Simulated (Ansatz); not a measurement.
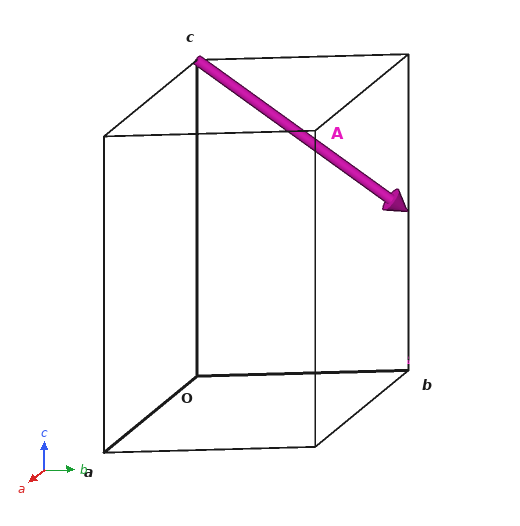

Crystal: Co, the input geometry of an electronic-structure calculation (not necessarily at equilibrium). The arrow starts at a corner of the unit cell and ends on its surface; where a tip isn't a corner, dashed lines run from it parallel to the axes. All values are computed from the atomic coordinates in the standard setting (tolerance 0.002 Å).

a = 2.536 Å, b = 2.536 Å, c = 4.136 Å, α = 90.00°, β = 90.00°, γ = 120.00°.

Q: Give [uvw] of the arrow.

A: Arrow A runs from (0, 0, 1) to (0, 1, 1/2), so [0 2 −1], in four indices [−2 4 −2 −3].

Q: How long is the vector ua + vb + wc?

A: 6.545 Å.

Q: In No. 194, P6_3/mmc, how many directions are equivalent to A (Laue class 6/mmm, both senses counted)?

A: 12.
